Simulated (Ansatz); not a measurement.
# Mo2NO2 monolayer: phonons and vibrational spectra, part 2 of 2

Wanted: vibrations and spectra of Mo2NO2 monolayer; the cell is already relaxed. After the zone centre comes a 4×4×1 q mesh on a 20×20×1 k mesh.

Ansatz 0.2.0; DFT PBEsol, scalar-relativistic, plane waves, PAW; PAW set soft_1.

So far. Step 2 (Linear response at the zone centre): Before it was imposed, the acoustic sum rule was missed by 4.8e-5 eV/Å². Small misses are needed for a sound result but don't prove that mesh and cutoff are converged. The lowest optical mode is real, 151 cm⁻¹.

### 3. Phonons on a q mesh (continued)

The partial phonon density of states has structure finer than the step of the table below, so its rows give means over 50 cm⁻¹, whole bins alone (the curve runs from -180 to 752 cm⁻¹). Peaks (cm⁻¹: height): Mo -126.8: 0.0126, 177.8: 0.0562, 242.2: 0.0158, 482.3: 0.00982; N 523.3: 0.0316, 693.2: 0.0527; O 394.5: 0.0685, 482.3: 0.0508.

Phonopy on the run's constants, 21x21x1 mesh, Gaussian sigma 6.7 cm-1. Interpolated from a 4×4×1 q mesh. Partial phonon density of states against wavenumber; means over each step; values in 1/cm⁻¹/cell:

```tsv
wavenumber (cm⁻¹)	Mo	N	O
-150	0.00979	0.00157	0.00174
-100	0.00763	0.00124	0.00122
-50	0.00618	7.5e-4	7.9e-4
0	0.00213	2.3e-4	2.8e-4
50	0.00663	7.8e-4	9.2e-4
100	0.00620	4.6e-4	6.9e-4
150	0.0290	5.1e-4	0.00173
200	0.0181	7.7e-5	9.9e-4
250	0.0102	4.3e-5	0.00127
300	0.00707	2.3e-5	0.00112
350	0.00330	0.00134	0.0190
400	0.00288	9.4e-4	0.0487
450	0.00129	2.6e-4	0.00954
500	0.00609	0.0104	0.0270
550	8.8e-4	0.00515	0.00341
600	0	0	0
650	2.5e-4	0.00415	2.1e-4
700	0.00195	0.0314	0.00130
```

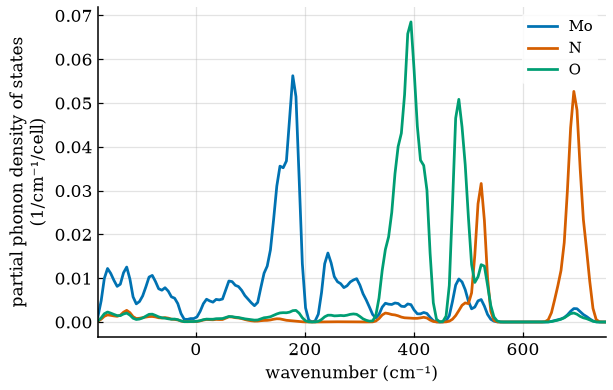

Partial phonon density of states, plotted against wavenumber.

Symmetry leaves 4 wavevectors to solve. The lowest mode among them, the acoustic zeros apart, lies at q = (0, 0.25, 0) and is imaginary, 164.2i cm⁻¹, so the energy falls along it. Between them the interpolated path dips to 170i cm⁻¹.

### 4. Another isotope, element Mo, natural mass 95.95 amu

An isotope changes the mass and not the force constants, so no new electronic calculation is needed; the shifts show which modes move this element.

The same force constants with the mass of Mo changed from 95.950 to 99.907 u (phonopy, no LO-TO term). Both lists are sorted by frequency; levels can cross, so a row need not hold one and the same mode. Modes under 3 cm⁻¹ are left out. Isotope shifts, by row, the first 40 of 57 rows:

```tsv
q	rank	natural mass (cm⁻¹)	changed mass (cm⁻¹)
0 0 0	4	152.9	150.1
0 0 0	5	152.9	150.1
0 0 0	6	285.5	280.7
0 0 0	7	360.7	359.6
0 0 0	8	360.7	359.6
0 0 0	9	398.8	398.1
0 0 0	10	398.8	398.1
0 0 0	11	479.9	478.5
0 0 0	12	536.5	536.1
0 0 0	13	542.9	541.1
0 0 0	14	685.3	684.8
0 0 0	15	685.3	684.8
0 0.25 0	1	-164.2	-161.6
0 0.25 0	2	-78.28	-77.13
0 0.25 0	3	81.53	80.19
0 0.25 0	4	162.9	160.3
0 0.25 0	5	165.7	162.6
0 0.25 0	6	236.8	232.4
0 0.25 0	7	348.4	346.9
0 0.25 0	8	369.9	369
0 0.25 0	9	392	391.4
0 0.25 0	10	423.2	422.5
0 0.25 0	11	487.3	485.6
0 0.25 0	12	502.5	501.4
0 0.25 0	13	527.1	526.4
0 0.25 0	14	690.7	690
0 0.25 0	15	698.7	697.9
0 -0.5 0	1	-132.7	-130.8
0 -0.5 0	2	-42.94	-42.18
0 -0.5 0	3	153.5	150.5
0 -0.5 0	4	175.3	171.9
0 -0.5 0	5	189.6	185.8
0 -0.5 0	6	294.6	289.9
0 -0.5 0	7	377.5	377.1
0 -0.5 0	8	386.8	386.7
0 -0.5 0	9	394.9	394.9
0 -0.5 0	10	427.1	426.9
0 -0.5 0	11	471.7	470.4
0 -0.5 0	12	493.3	491.1
0 -0.5 0	13	509.1	508
```

A mode of this element alone would shift by -2.00 %. The highest zone-centre frequency without the field goes from 685.3 to 684.8 cm⁻¹ (-0.1 %). The product of the frequency ratios over all optical modes at Γ is 0.930; the product rule, (m/m′)^(3k/2) (M′/M)^(3/2) with k = 2 such atoms and M the mass of the cell, gives 0.930.

### 5. Another isotope, element N, natural mass 14.007 amu

The same for N, from 14.01 to 15.00 u.

The same force constants with the mass of N changed from 14.007 to 15.000 u (phonopy, no LO-TO term). Both lists are sorted by frequency; levels can cross, so a row need not hold one and the same mode. Modes under 3 cm⁻¹ are left out. Isotope shifts, by row, the first 40 of 57 rows:

```tsv
q	rank	natural mass (cm⁻¹)	changed mass (cm⁻¹)
0 0 0	4	152.9	152.9
0 0 0	5	152.9	152.9
0 0 0	6	285.5	285.5
0 0 0	7	360.7	360.6
0 0 0	8	360.7	360.6
0 0 0	9	398.8	398.8
0 0 0	10	398.8	398.8
0 0 0	11	479.9	468.1
0 0 0	12	536.5	532.6
0 0 0	13	542.9	542.9
0 0 0	14	685.3	663.8
0 0 0	15	685.3	663.8
0 0.25 0	1	-164.2	-163.8
0 0.25 0	2	-78.28	-77.99
0 0.25 0	3	81.53	81.34
0 0.25 0	4	162.9	162.7
0 0.25 0	5	165.7	165.7
0 0.25 0	6	236.8	236.8
0 0.25 0	7	348.4	347.1
0 0.25 0	8	369.9	369.8
0 0.25 0	9	392	391.9
0 0.25 0	10	423.2	422.9
0 0.25 0	11	487.3	485.7
0 0.25 0	12	502.5	501.3
0 0.25 0	13	527.1	516.7
0 0.25 0	14	690.7	669.4
0 0.25 0	15	698.7	677.5
0 -0.5 0	1	-132.7	-131.8
0 -0.5 0	2	-42.94	-42.83
0 -0.5 0	3	153.5	153.5
0 -0.5 0	4	175.3	175.3
0 -0.5 0	5	189.6	189.6
0 -0.5 0	6	294.6	294.6
0 -0.5 0	7	377.5	377.5
0 -0.5 0	8	386.8	386.8
0 -0.5 0	9	394.9	394
0 -0.5 0	10	427.1	427.1
0 -0.5 0	11	471.7	471.2
0 -0.5 0	12	493.3	493.3
0 -0.5 0	13	509.1	495.6
```

A mode of this element alone would shift by -3.37 %. The highest zone-centre frequency without the field goes from 685.3 to 663.8 cm⁻¹ (-3.1 %). The product of the frequency ratios over all optical modes at Γ is 0.908; the product rule, (m/m′)^(3k/2) (M′/M)^(3/2) with k = 1 such atoms and M the mass of the cell, gives 0.908.

### 6. Another isotope, element O, natural mass 15.999 amu

The same for O, from 16.00 to 18.00 u.

A mode of this element alone would shift by -5.72 %. The highest zone-centre frequency without the field goes from 685.3 to 684.3 cm⁻¹ (-0.1 %). The product of the frequency ratios over all optical modes at Γ is 0.720; the product rule, (m/m′)^(3k/2) (M′/M)^(3/2) with k = 2 such atoms and M the mass of the cell, gives 0.720.

### 7. What came out

```yaml
space_group_within_0p01_a: P-3m1
area_per_atom: 1.69 Å²
electronic_character: no gap on this mesh
highest_optical_mode_at_the_zone_centre_no_lo_to_term: 685 cm⁻¹
lowest_optical_zone_centre_mode: 151 cm⁻¹
lowest_mode_on_the_q_mesh_acoustic_modes_at_gamma_apart: -164 cm⁻¹
highest_frequency_on_the_path_or_at_a_solved_wavevector: 720 cm⁻¹
imaginary_modes_on_the_4x4x1_q_mesh: yes
```

Modes are clearly imaginary (beyond 10i cm⁻¹) at 3 of the 4 irreducible wavevectors, most at q = (0, 0.25, 0) (164.2i cm⁻¹), so this structure is not a minimum of the energy. The optical modes at Γ span 151 to 685 cm⁻¹. The highest mode in this list at Γ, 685.3 cm⁻¹, is mostly motion of N (94 % of the kinetic energy). With no gap, or one that is small against the smearing, the frequencies hang on the k mesh and the smearing, most of all near Kohn anomalies. The phonon runs are without spin polarisation, although the cell has an odd electron count. In a sheet or slab the interpolated bending branch near Γ is rough, since the rotational sum rule isn't imposed. The PAW files were made for PBE and serve the other functionals too. A phonon run warned that its eigensolver left some bands unconverged in a pass. The starting cell was built on a prototype and not taken from a measurement. These are harmonic frequencies at zero temperature: anharmonic shifts, linewidths and thermal expansion are left out.

[Logs are printed without paths, hosts, clocks, repeated set-up lines and the standing remarks that a program may print on its own settings, such as how far it seeks lower states.]

[Hosts, paths, dates, database ids (printed as entryN), source tags and the programs' standing remarks are cut or masked in the printed files.]
